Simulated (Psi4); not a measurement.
**B2PLYP/def2-TZVPPD (density fitting, core potential, density fitting for correlation, sweep point 5) run of InF (SMILES [F][In])**

What is the energy change on altering one bond length of InF at B2PLYP/def2-TZVPPD (density fitting, core potential, density fitting for correlation, sweep point 5)? 

The calculation is run with Psi4 1.11.

### 1 Starting point

The species is InF (2 atoms), meant as a singlet with charge 0. SMILES: `[F][In]`. The shape comes from GFN2-xTB, which is rough for such elements, and wasn't checked as a minimum.

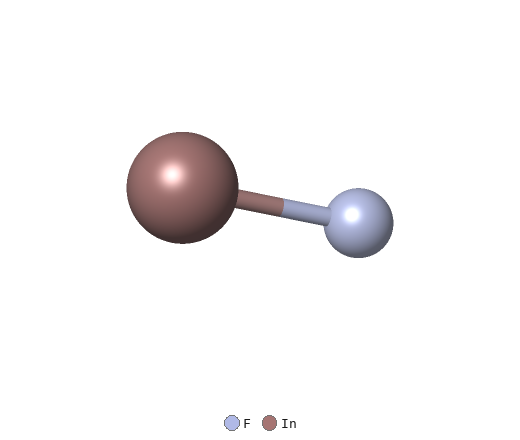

The structure, seen from a chosen angle (fluorine light blue, indium brown).

### 2 The energy at B2PLYP/def2-TZVPPD (density fitting, core potential, density fitting for correlation, sweep point 5)

File job.inp:

```
memory 1.6 GB

molecule geom {
  F      0.000000     0.000000     0.000000
  In     0.000000     0.000000     2.025490
  symmetry c1
}

set {
  basis def2-TZVPPD
  reference rks
  puream true
  scf_type df
  dft_radial_points 99
  dft_spherical_points 590
  num_frozen_docc 5
}

E, wfn = energy("b2plyp", return_wfn=True)
print_variables()
```

Command:

```console
$ psi4 -n 1 job.inp job.out
```

job.out:

```text
[...]
    !!!  WARNING: ECP capability is in beta. Please check occupations closely.  !!!
[...]
  Running in c1 symmetry.
[...]
  Nuclear repulsion =   49.377924757283438
[...]
  Multiplicity = 1
[...]
  Nalpha       = 15
  Nbeta        = 15
[...]
    Number of basis functions: 96
[...]
   @DF-RKS iter   1:  -289.47325166420660   -1.09301e+00   7.36922e-03 ADIIS/DIIS
[...]
   @DF-RKS iter   8:  -289.65741511646189   -7.61563e-08   8.61381e-07 DIIS
[...]
    Orbital Energies [Eh]
    ---------------------
    Doubly Occupied:
       1A    -25.247998     2A     -4.969536     3A     -3.311872
       4A     -3.311872     5A     -3.303427     6A     -1.220718
       7A     -0.875404     8A     -0.875404     9A     -0.868106
      10A     -0.868106    11A     -0.864554    12A     -0.466055
      13A     -0.414946    14A     -0.414945    15A     -0.312474
[...]
  @DF-RKS Final Energy:  -289.65741511646189
   => Energetics <=
    Nuclear Repulsion Energy =             49.3779247572834379
    One-Electron Energy =                -574.1271346056444145
    Two-Electron Energy =                 248.1776461545289578
    DFT Exchange-Correlation Energy =     -13.0858514226298190
    Empirical Dispersion Energy =           0.0000000000000000
    VV10 Nonlocal Energy =                  0.0000000000000000
    Total Energy =                       -289.6574151164619479
[...]
 Multipole Moments:
 ------------------------------------------------------------------------------------
     Multipole            Electronic (a.u.)      Nuclear  (a.u.)        Total (a.u.)
 ------------------------------------------------------------------------------------
 L = 1.  Multiply by 2.5417464519 to convert [e a0] to [Debye]
 Dipole X            :          0.0000003            0.0000000            0.0000003
 Dipole Y            :          0.0000002            0.0000000            0.0000002
 Dipole Z            :         19.5893333          -18.1564068            1.4329265
 Magnitude           :                                                    1.4329265
[...]
```

It took 5.7 s on 1 thread of AMD EPYC 7B13 (Zen 3), shared host; peak memory 0.5 GiB.

### 3 The distorted shape, same level

File calc.inp:

```
memory 1600 MB

molecule {
  0 1
  F      0.000000     0.000000    -1.012710
  In     0.000000     0.000000     2.025490
  symmetry c1
}

set basis def2-TZVPPD
set puream true
set scf_type df
set dft_radial_points 99
set dft_spherical_points 590
set num_frozen_docc 5

energy('b2plyp')
print_variables()
```

Command:

```console
$ psi4 -i calc.inp -o calc.out -n 1
```

calc.out:

```text
[...]
    !!!  WARNING: ECP capability is in beta. Please check occupations closely.  !!!
[...]
  Running in c1 symmetry.
[...]
  Nuclear repulsion =   32.918995726624317
[...]
  Multiplicity = 1
[...]
  Nalpha       = 15
  Nbeta        = 15
[...]
    Number of basis functions: 96
[...]
   @DF-RKS iter   1:  -289.38096941833106   -1.10016e+00   7.42164e-03 ADIIS/DIIS
[...]
   @DF-RKS iter  10:  -289.57324065547425   -3.25525e-08   8.40336e-07 DIIS
[...]
    Orbital Energies [Eh]
    ---------------------
    Doubly Occupied:
       1A    -25.136311     2A     -5.042310     3A     -3.382372
       4A     -3.382372     5A     -3.378787     6A     -1.081066
       7A     -0.943626     8A     -0.943626     9A     -0.939831
      10A     -0.939831    11A     -0.938379    12A     -0.422522
      13A     -0.292407    14A     -0.292407    15A     -0.288722
[...]
  @DF-RKS Final Energy:  -289.57324065547425
   => Energetics <=
    Nuclear Repulsion Energy =             32.9189957266243169
    One-Electron Energy =                -540.9053691935039296
    Two-Electron Energy =                 231.4645959976105871
    DFT Exchange-Correlation Energy =     -13.0514631862051864
    Empirical Dispersion Energy =           0.0000000000000000
    VV10 Nonlocal Energy =                  0.0000000000000000
    Total Energy =                       -289.5732406554742511
[...]
 Multipole Moments:
 ------------------------------------------------------------------------------------
     Multipole            Electronic (a.u.)      Nuclear  (a.u.)        Total (a.u.)
 ------------------------------------------------------------------------------------
 L = 1.  Multiply by 2.5417464519 to convert [e a0] to [Debye]
 Dipole X            :         -0.0000000            0.0000000           -0.0000000
 Dipole Y            :          0.0000000            0.0000000            0.0000000
 Dipole Z            :         31.3775144          -27.2342965            4.1432179
 Magnitude           :                                                    4.1432179
[...]
```

It took 6 s on 1 thread of AMD EPYC 7B13 (Zen 3), shared host; peak memory 0.48 GiB.

### 4 Outcome

At B2PLYP/def2-TZVPPD (density fitting, core potential, density fitting for correlation, sweep point 5), 5 core orbitals frozen:

```
                                                          quantity          value
                                         first shape: total energy  -289.82876 Eh
                    first shape: HOMO energy (SCF part's orbitals)       -8.50 eV
                    first shape: LUMO energy (SCF part's orbitals)       -0.89 eV
                  first shape: HOMO–LUMO gap (SCF part's orbitals)        7.62 eV
                                     distorted shape: total energy  -289.74793 Eh
                distorted shape: HOMO energy (SCF part's orbitals)       -7.86 eV
                distorted shape: LUMO energy (SCF part's orbitals)       -2.14 eV
              distorted shape: HOMO–LUMO gap (SCF part's orbitals)        5.72 eV
energy change with the F1–In2 bond stretched from 2.025 to 3.038 Å       2.200 eV
```

What this shows: With the F1–In2 bond stretched from 2.025 to 3.038 Å the energy rises by 2.20 eV (51 kcal/mol). The first shape isn't relaxed at this level, so the change isn't measured from a minimum.
